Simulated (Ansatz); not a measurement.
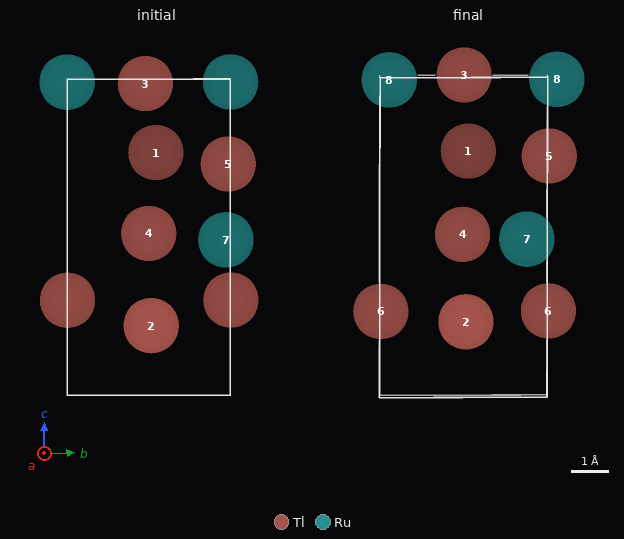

The structure of crystalline Tl₃Ru (built on the Cu3Au (L1_2)_221 type) (coarse preliminary run) before (left) and after (right) a relaxation, at one scale.

Style: spheres-only. Shown: the cell of the calculation, along the a axis.

All numbers below come from DFT PBE, scalar-relativistic, plane waves, PAW (Ansatz 0.2.0).

Input file:
```yaml
crystal:
  lattice:
    - [-4.5488846141, 0.0191285972, 0.0238712317]
    - [0.0238712317, -0.0028215331, -4.4778190136]
    - [0.0382571944, -8.6683029342, -0.0056430662]
  atoms:
    - { symbol: Tl, position: [1.057838496, 0.5436116101, 0.7677655827] }
    - { symbol: Tl, position: [0.92873355, 0.5149485424, 0.2203842107] }
    - { symbol: Tl, position: [0.4756050916, 0.4792285196, 0.9858492393] }
    - { symbol: Tl, position: [0.5230966013, 0.4997796676, 0.51190825] }
    - { symbol: Tl, position: [0.4684531609, 0.9868312187, 0.7312485148] }
    - { symbol: Tl, position: [0.4753346493, 1.0027058634, 0.3009024981] }
    - { symbol: Ru, position: [1.0498583994, 0.9723839986, 0.4913933037] }
    - { symbol: Ru, position: [1.0210800516, 0.0005105795, 0.9905484007] }
basis:
  ecutwfc: 420
kpoints:
  mp_grid: { grid: [6, 6, 4] }
hamiltonian:
  xc: pbe
scf:
  occupations: { method: gaussian, width: 0.1 }
output:
  forces: true
  stress: true
  eigenvalues: true
relax:
  adjacent_minimum: "off"
  f_tol: 0.015
  max_steps: 120
  cell: { stress_tol: 0.15 }
```

Command:
```bash
ansatz run input.yaml --threads 1 --pin off --max-ram 2560MiB --backend cpu --events-out ev --progress --plain --runs-dir out
```

**Summarise the run.**

The run was cut off at its time limit before the relaxation converged, so the last structure is only a point on the way. After 3 geometry steps the energy has fallen by 243 meV per atom. Largest force component: 3.2 eV/Å at the start, 0.56 eV/Å at the end. The pressure goes from 9.16 to 1.17 GPa. The largest move relative to the cell is that of Ru7, 0.43 Å roughly along −b. Largest moves by element: Ru 0.43 Å, Tl 0.33 Å. The drawn cell changes as follows: a 4.549 → 4.678 Å (+2.8 %), b 4.478 → 4.593 Å (+2.6 %), c 8.668 → 8.770 Å (+1.2 %), α 89.9° → 89.7°, β 90.5° → 92.1°, γ 90.6° → 90.4°; the volume changes by +6.7 %. Some distances before and after: Tl1–Tl5 2.731 → 3.199 Å, Tl4–Ru7 3.388 → 3.803 Å, Tl1–Tl3 2.686 → 3.091 Å, Tl2–Ru7 3.160 → 2.779 Å. The space group stays P1 (No. 1). Cost: 6.9 min on 1 thread of Arm Neoverse V1 (shared host), peak memory 0.81 GiB.
